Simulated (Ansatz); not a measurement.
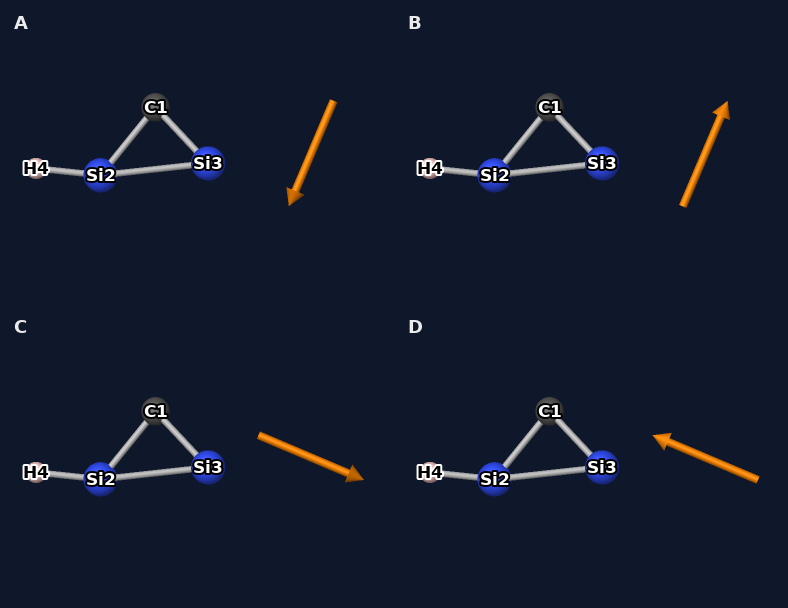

The same molecule four times, each with an arrow. The species is neutral and a spin doublet. The computed structure is the end point of a PBE-D4/def2-SVP optimisation. No frequency run is at hand to confirm it as a minimum. Method: UKS PBE-D4/def2-SVP (Ansatz 0.2.0).

Question: Which arrow points along the dipole moment, from the negative to the positive end?

Answer: A. The dipole moment is 1.19 D; it points from the side of C1 to the side of H4 (the outermost atoms at the two ends).
